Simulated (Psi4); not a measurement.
# N2 (nitrogen): MP2/def2-TZVPPD

Aim: the energy change on altering one bond length of N2 (nitrogen) at MP2/def2-TZVPPD, from 2 runs. 

The calculation is run with Psi4 1.11.

## 1. The structure to begin with

N2: 2 atoms, total charge 0, spin state singlet. SMILES: `N#N`. Geometry: relaxed at PBE0-D4/def2-TZVP.

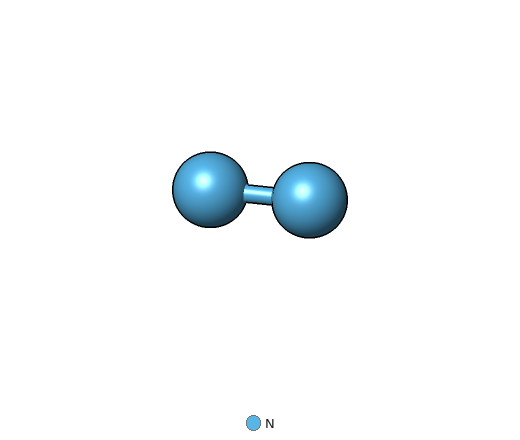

Viewed from a chosen angle; nitrogen blue.

## 2. The energy at MP2/def2-TZVPPD

Contents of n2.json:

```json
{
 "schema_name": "qcschema_input",
 "schema_version": 1,
 "molecule": {
  "schema_name": "qcschema_molecule",
  "schema_version": 2,
  "symbols": ["N", "N"],
  "geometry": [0.87966751, -0.28402584, 0.45315632, -0.87966751, 0.28402584, -0.45315632],
  "molecular_charge": 0,
  "molecular_multiplicity": 1,
  "fix_symmetry": "c1",
  "fix_com": true,
  "fix_orientation": true
 },
 "driver": "energy",
 "model": {
  "method": "mp2",
  "basis": "def2-TZVPPD"
 },
 "keywords": {
  "puream": true,
  "e_convergence": 1e-09,
  "d_convergence": 1e-08,
  "scf_type": "pk",
  "num_frozen_docc": 2,
  "mp2_type": "conv"
 }
}
```

Launch:

```console
$ psi4 --qcschema n2.json -n 1 --memory 1600MB
```

stdout:

```text
[...]
  Running in c1 symmetry.
[...]
  Nuclear repulsion =   23.798341825492368
[...]
  Multiplicity = 1
[...]
  Nalpha       = 7
  Nbeta        = 7
[...]
    Number of basis functions: 74
[...]
   @RHF iter   1:  -108.98348504641213   -8.87595e-01   1.54476e-03 ADIIS/DIIS
[...]
   @RHF iter   8:  -108.98987512043787   -3.25429e-12   2.90482e-09 DIIS
[...]
    Orbital Energies [Eh]
    ---------------------
    Doubly Occupied:
       1A    -15.681241     2A    -15.677533     3A     -1.477580
       4A     -0.776121     5A     -0.635148     6A     -0.617778
       7A     -0.617778
[...]
  @RHF Final Energy:  -108.98987512043787
   => Energetics <=
    Nuclear Repulsion Energy =             23.7983418254923684
    One-Electron Energy =                -194.6100731784784159
    Two-Electron Energy =                  61.8218562325481713
    Total Energy =                       -108.9898751204378726
[...]
 Multipole Moments:
 ------------------------------------------------------------------------------------
     Multipole            Electronic (a.u.)      Nuclear  (a.u.)        Total (a.u.)
 ------------------------------------------------------------------------------------
 L = 1.  Multiply by 2.5417464519 to convert [e a0] to [Debye]
 Dipole X            :          0.0000000            0.0000000            0.0000000
 Dipole Y            :         -0.0000000            0.0000000           -0.0000000
 Dipole Z            :          0.0000000            0.0000000            0.0000000
 Magnitude           :                                                    0.0000000
[...]
	SCS-MP2 Total Energy (a.u.)        :  -109.35315192343764
	SOS-MP2 Total Energy (a.u.)        :  -109.32146873534272
	SCSN-MP2 Total Energy (a.u.)       :  -109.15716235357898
[...]
	SOS-PI-MP2 Total Energy (a.u.)     :  -109.37673433782686
[...]
	MP2 Total Energy (a.u.)            :  -109.36125269714330
[...]
```

The result, in JSON:

```text
{
 "driver": "energy",
 "model": {
  "method": "mp2",
  "basis": "def2-TZVPPD"
 },
 "success": true,
 "return_result": -109.3612526971433,
 "properties": {
  "calcinfo_nbasis": 74,
  "calcinfo_nmo": 74,
  "calcinfo_nalpha": 7,
  "calcinfo_nbeta": 7,
  "calcinfo_natom": 2,
  "nuclear_repulsion_energy": 23.79834182549237,
  "return_energy": -109.3612526971433,
  "scf_one_electron_energy": -194.61007317847842,
  "scf_two_electron_energy": 61.82185623254817,
  "scf_dipole_moment": [3.2028546481654985e-12, -9.872658246479205e-13, 1.809302707656002e-12],
  "scf_total_energy": -108.98987512043787,
  "scf_iterations": 8,
  "mp2_same_spin_correlation_energy": -0.09504956428472287,
  "mp2_opposite_spin_correlation_energy": -0.2763280124207023,
  "mp2_singles_energy": 0.0,
  "mp2_doubles_energy": -0.3713775767054252,
  "mp2_correlation_energy": -0.37137757670542726,
  "mp2_total_energy": -109.3612526971433
 }
}
```

It took 4.2 s on 1 thread of Intel Xeon Platinum 8375C at 2.90GHz (Ice Lake), shared host; peak memory 0.31 GiB.

## 3. The distorted shape

Contents of run.py:

```python
import psi4

psi4.set_memory(1600000000)
psi4.set_num_threads(1)
psi4.core.set_output_file('run.log', False)

geom = psi4.geometry("""
0 1
N      2.28712797    -0.73846529     1.17820266
N     -0.87966751     0.28402584    -0.45315632
units bohr
symmetry c1
no_reorient
no_com
""")

options = {'basis': 'def2-TZVPPD', 'puream': True, 'e_convergence': 1e-09, 'd_convergence': 1e-08, 'scf_type': 'pk', 'num_frozen_docc': 2, 'mp2_type': 'conv'}
psi4.set_options(options)

e, wfn = psi4.energy('mp2', return_wfn=True)
print('E =', round(e, 9))
```

Launch:

```console
$ python run.py
```

run.log:

```text
[...]
  Running in c1 symmetry.
[...]
  Nuclear repulsion =   13.221331834113753
[...]
  Multiplicity = 1
[...]
  Nalpha       = 7
  Nbeta        = 7
[...]
    Number of basis functions: 74
[...]
   @RHF iter   1:  -108.37274570381163   -1.47658e+00   1.90070e-03 DIIS/ADIIS
[...]
   @RHF iter  11:  -108.38460290384332    1.44524e-11   5.15062e-09 DIIS
[...]
    Orbital Energies [Eh]
    ---------------------
    Doubly Occupied:
       1A    -15.832705     2A    -15.832394     3A     -1.113519
       4A     -0.973916     5A     -0.499249     6A     -0.418158
       7A     -0.418158
[...]
  @RHF Final Energy:  -108.38460290384332
   => Energetics <=
    Nuclear Repulsion Energy =             13.2213318341137533
    One-Electron Energy =                -173.0356716732641758
    Two-Electron Energy =                  51.4297369353071048
    Total Energy =                       -108.3846029038433159
[...]
 Multipole Moments:
 ------------------------------------------------------------------------------------
     Multipole            Electronic (a.u.)      Nuclear  (a.u.)        Total (a.u.)
 ------------------------------------------------------------------------------------
 L = 1.  Multiply by 2.5417464519 to convert [e a0] to [Debye]
 Dipole X            :         -9.8522243            9.8522232           -0.0000010
 Dipole Y            :          3.1810765           -3.1810762            0.0000003
 Dipole Z            :         -5.0753249            5.0753244           -0.0000005
 Magnitude           :                                                    0.0000012
[...]
	SCS-MP2 Total Energy (a.u.)        :  -109.18773593866086
	SOS-MP2 Total Energy (a.u.)        :  -109.10364331460764
	SCSN-MP2 Total Energy (a.u.)       :  -108.82861195884432
[...]
	SOS-PI-MP2 Total Energy (a.u.)     :  -109.22348338306836
[...]
	MP2 Total Energy (a.u.)            :  -109.23608111830659
[...]
```

The script printed:

```text
E = -109.236081118
```

It took 3.9 s on 1 thread of Intel Xeon Platinum 8375C at 2.90GHz (Ice Lake), shared host; peak memory 0.31 GiB.

## 4. Summary of results

Level: MP2/def2-TZVPPD, 2 core orbitals frozen.

```
                                                         quantity          value
                                        first shape: total energy  -109.36125 Eh
                 first shape: HOMO energy (Hartree–Fock orbitals)      -16.81 eV
                 first shape: LUMO energy (Hartree–Fock orbitals)        3.43 eV
               first shape: HOMO–LUMO gap (Hartree–Fock orbitals)       20.24 eV
         first shape: correlation energy (2 core orbitals frozen)     -371.4 mEh
                                    distorted shape: total energy  -109.23608 Eh
             distorted shape: HOMO energy (Hartree–Fock orbitals)      -11.38 eV
             distorted shape: LUMO energy (Hartree–Fock orbitals)       -2.52 eV
           distorted shape: HOMO–LUMO gap (Hartree–Fock orbitals)        8.86 eV
     distorted shape: correlation energy (2 core orbitals frozen)     -851.5 mEh
energy change with the N1–N2 bond stretched from 1.090 to 1.961 Å       3.406 eV
```

With the N1–N2 bond stretched from 1.090 to 1.961 Å the energy rises by 3.41 eV (329 kJ/mol). The first shape isn't relaxed at this level, so the change isn't measured from a minimum. A restricted reference can't describe the breaking bond well at this length.
